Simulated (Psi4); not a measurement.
# Two attempts at SnNH5 (Sn(NH2)H3)

Aim: the response to a field of SnNH5 (Sn(NH2)H3) at ULDA0/LANL2DZ (density fitting, core potential, Cartesian functions).

Program for the calculation: Psi4 1.11.

2 further runs of the same task are left out: 2 set aside as unsound or not needed.

## (1) The structure to begin with

SnNH5 has 7 atoms, charge 0, and is taken as a singlet. SMILES: `[H][Sn]([H])([H])[NH2]`. Geometry: a GFN2-xTB relaxation, a rough one for these elements and not checked as a minimum.

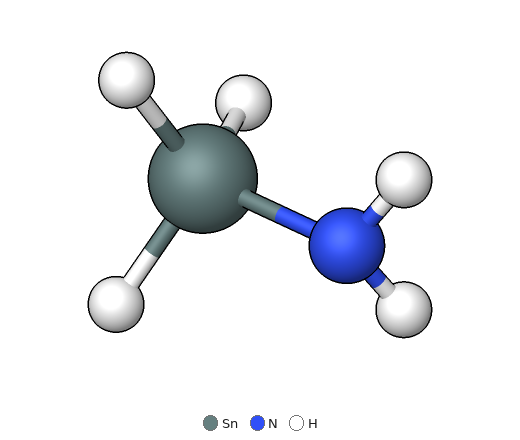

The structure, seen from a chosen angle (tin teal, nitrogen blue, hydrogen white).

## (2) The input as first written

h5nsn.dat

```
memory 1.6 GB

molecule molecule1 {
  0 2
  Sn    -0.002930     0.001590    -0.763630
  N      0.111900     0.224860     1.218650
  H      0.691400    -0.443590     1.706560
  H     -0.767260     0.270880     1.712930
  H      1.563610    -0.007840    -1.282300
  H     -0.813190     1.336030    -1.296130
  H     -0.783530    -1.381930    -1.296080
  no_reorient
  no_com
}

set {
  basis LANL2DZ
  reference uks
  scf_type df
}

properties("lda0", properties=['dipole_polarizabilities'])
print_variables()
```

The run is started by

```sh
$ psi4 h5nsn.dat h5nsn.out -n 1
```

h5nsn.out:

```text
Psi4 1.11 release

qcelemental.exceptions.ValidationError: Inconsistent or unspecified chg/mult: sys chg: None, frag chg: [0.0], sys mult: None, frag mult: [2]

Printing out the relevant lines from the Psithon --> Python processed input file:
    from psi4.driver.wrapper_database import database, db, DB_RGT, DB_RXN
    from psi4.driver.wrapper_autofrag import auto_fragments
    psi4_io = core.IOManager.shared_object()
    core.set_memory_bytes(1600000000)

--> molecule1 = geometry("""
      0 2
      Sn    -0.002930     0.001590    -0.763630
      N      0.111900     0.224860     1.218650
      H      0.691400    -0.443590     1.706560
      H     -0.767260     0.270880     1.712930

!----------------------------------------------------------------------------------!
!                                                                                  !
!  Inconsistent or unspecified chg/mult: sys chg: None, frag chg: [0.0], sys mult: !
!     None, frag mult: [2]                                                         !
!                                                                                  !
!----------------------------------------------------------------------------------!

    Psi4 run time: 0:00:00.00
```

It took 1.6 s on 1 thread of Intel Xeon Platinum 8259CL at 2.50GHz (Skylake/Cascade Lake), shared host; peak memory 0.13 GiB.

## (3) Diagnosis

The input was rejected.

The log says `qcelemental.exceptions.ValidationError: Inconsistent or unspecified chg/mult: sys chg: None, frag chg: [0.0], sys mult: None, frag mult: [2]`. Cause: the spin state typed doesn't suit the molecule. To mend it: multiplicity 1 in place of 2.

## (4) Try two

calc.in

```
memory 1.6 GB

molecule {
  0 1
  Sn    -0.002930     0.001590    -0.763630
  N      0.111900     0.224860     1.218650
  H      0.691400    -0.443590     1.706560
  H     -0.767260     0.270880     1.712930
  H      1.563610    -0.007840    -1.282300
  H     -0.813190     1.336030    -1.296130
  H     -0.783530    -1.381930    -1.296080
  units angstrom
  no_reorient
  no_com
}

set {
  basis LANL2DZ
  reference uks
  scf_type df
}

energy_value, wavefunction = properties("lda0", properties=['dipole_polarizabilities'], return_wfn=True)
print_variables()
```

The run is started by

```sh
$ psi4 -i calc.in -o calc.out -n 1
```

calc.out:

```text
[...]
    !!!  WARNING: ECP capability is in beta. Please check occupations closely.  !!!
[...]
  Running in c1 symmetry.
[...]
  Nuclear repulsion =   25.775698544296763
[...]
  Multiplicity = 1
[...]
  Nalpha       = 8
  Nbeta        = 8
[...]
    Number of basis functions: 27
[...]
   @DF-UKS iter   1:   -60.29811157428716   -5.35766e-01   2.70207e-02 ADIIS/DIIS
[...]
   @DF-UKS iter   8:   -60.56072092258231   -7.21258e-10   2.17320e-07 DIIS
[...]
   @S^2 Observed:               -2.131628207E-14
[...]
    Orbital Energies [Eh]
    ---------------------
    Alpha Occupied:
       1A    -14.249622     2A     -0.838861     3A     -0.521965
       4A     -0.473311     5A     -0.369626     6A     -0.334432
       7A     -0.332541     8A     -0.242099
    Alpha Virtual:
       9A      0.008363    10A      0.074144    11A      0.086414
      12A      0.098583    13A      0.166123    14A      0.170438
      15A      0.234473    16A      0.256253    17A      0.307670
      18A      0.543522    19A      0.562267    20A      0.595078
      21A      0.953706    22A      1.012948    23A      1.033574
      24A      1.080738    25A      1.106436    26A      1.235698
[...]
  @DF-UKS Final Energy:   -60.56072092258231
   => Energetics <=
    Nuclear Repulsion Energy =             25.7756985442967625
    One-Electron Energy =                -133.2179169481290444
    Two-Electron Energy =                  53.7742316247239103
    DFT Exchange-Correlation Energy =      -6.8927341434739287
    Empirical Dispersion Energy =           0.0000000000000000
    VV10 Nonlocal Energy =                  0.0000000000000000
    Total Energy =                        -60.5607209225823055
[...]
 Multipole Moments:
 ------------------------------------------------------------------------------------
     Multipole            Electronic (a.u.)      Nuclear  (a.u.)        Total (a.u.)
 ------------------------------------------------------------------------------------
 L = 1.  Multiply by 2.5417464519 to convert [e a0] to [Debye]
 Dipole X            :         -1.5291465            1.2521514           -0.2769951
 Dipole Y            :         -3.1264537            2.5585569           -0.5678968
 Dipole Z            :         -9.4465251            9.4883338            0.0418086
 Magnitude           :                                                    0.6332307
[...]
```

It took 12 s on 1 thread of Intel Xeon Platinum 8259CL at 2.50GHz (Skylake/Cascade Lake), shared host; peak memory 0.23 GiB.

## (5) Results

At ULDA0/LANL2DZ (density fitting, core potential, Cartesian functions):

| quantity | value |
| --- | --- |
| total energy | -60.56072 Eh |
| dipole moment | 1.61 D |
| HOMO energy | -6.59 eV |
| LUMO energy | 0.23 eV |
| HOMO–LUMO gap | 6.82 eV |
| mean static polarisability | 33.6 bohr³ |
